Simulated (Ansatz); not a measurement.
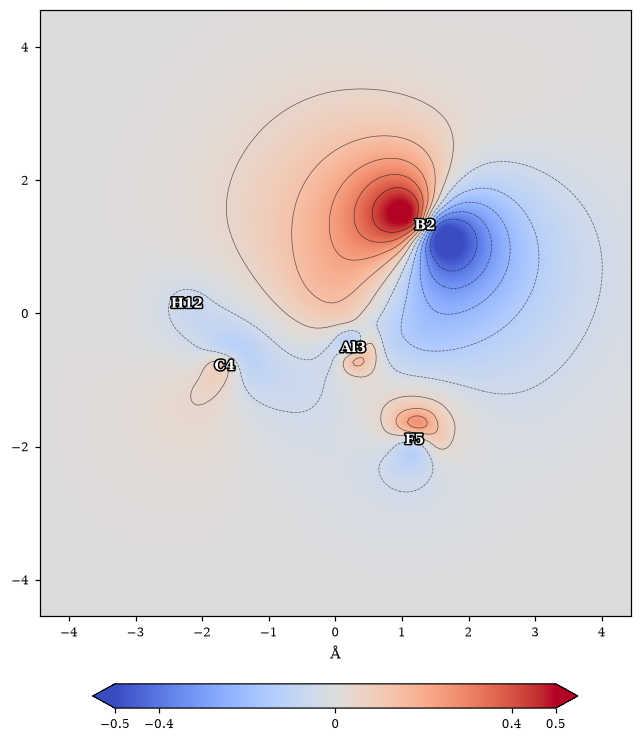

Figure 1: C2H7AlBF (SMILES C[BH][Al]([CH3])[F]). The LUMO on the plane of atoms Al3, C4 and H12 (values in Å⁻³ᐟ²; the overall sign is arbitrary).

Geometry: PBE0-D4/def2-TZVP.

Theory: Ansatz, RKS PBE0-D4/def2-TZVPP.

The calculation's input:

```
crystal:
  periodic: [false, false, false]
  atoms:
    - {symbol: C, position_ang: [-1.592854, -0.347787, 1.631770]}
    - {symbol: B, position_ang: [-0.674728, 0.695994, 0.931767]}
    - {symbol: Al, position_ang: [1.116261, 0.272502, -0.148799]}
    - {symbol: C, position_ang: [1.316145, -0.187674, -2.032424]}
    - {symbol: F, position_ang: [2.531684, 0.354981, 0.722571]}
    - {symbol: H, position_ang: [-2.142620, 0.039176, 2.494010]}
    - {symbol: H, position_ang: [-1.156208, -1.317653, 1.873828]}
    - {symbol: H, position_ang: [-2.365050, -0.538055, 0.862724]}
    - {symbol: H, position_ang: [-1.075228, 1.833129, 0.949810]}
    - {symbol: H, position_ang: [2.011876, 0.496130, -2.529593]}
    - {symbol: H, position_ang: [1.736876, -1.193243, -2.141039]}
    - {symbol: H, position_ang: [0.370746, -0.162599, -2.580724]}
basis:
  gaussian: {orbitals: def2-TZVPP}
hamiltonian: {xc: pbe0, dispersion: d4}
output: {orbitals: {seedname: orbitals}}
```

Run with:

```sh
ansatz run in.yaml --threads 4 --pin off --events-out ev --progress --plain --max-ram 10444MiB
```

What is the character of this orbital?

Its weight (Hirshfeld) is mainly on B2 (about 55 %), Al3 (about 20 %), C1 (about 10 %) and H9 (about 5 %). Its energy is −1.82 eV.
